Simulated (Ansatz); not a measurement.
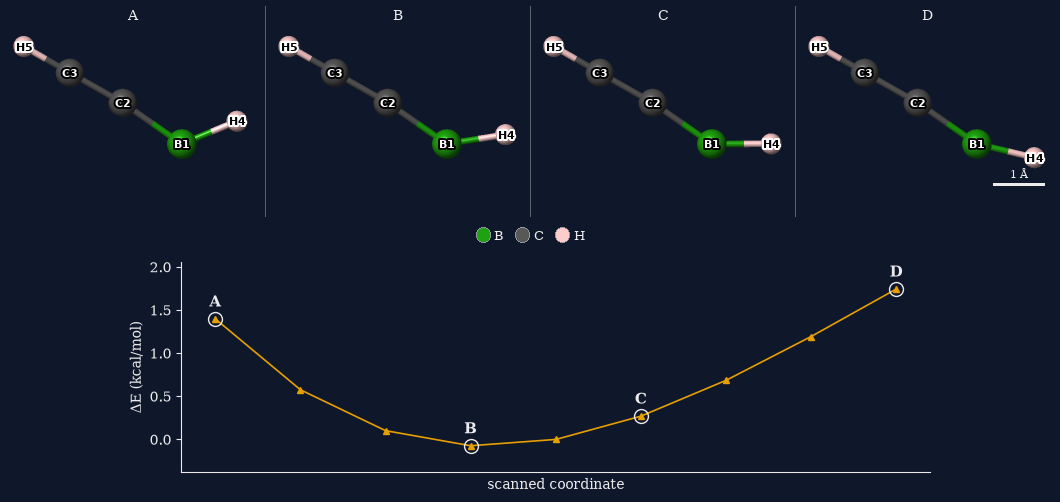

A scan of C2H2B (multiplicity 2) along one coordinate. Style: ball-and-stick. Shown onto the plane of the angle.

Level of theory: CCSD(T) (def2-TZVPP, Ansatz), on geometries moved rigidly from the minimum at PBE0-D4/def2-TZVP. Coupled cluster with a frozen core. Energies are counted from the PBE0-D4/def2-TZVP minimum geometry at the same level.

Which coordinate changes from frame to frame?

Answer. The H4–B1–C2 angle is varied, with the rest of the molecule carried along rigidly. In the frames the angle is 122.7° (A), 136.2° (B), 145.2° (C), 158.7° (D). The lowest computed point lies at the angle 136.2° (−0.07 kcal/mol). At the ends of the scan the energy is 1.40 kcal/mol (122.7°) and 1.74 kcal/mol (158.7°). The curvature at the lowest point is about 1.7 eV/rad².
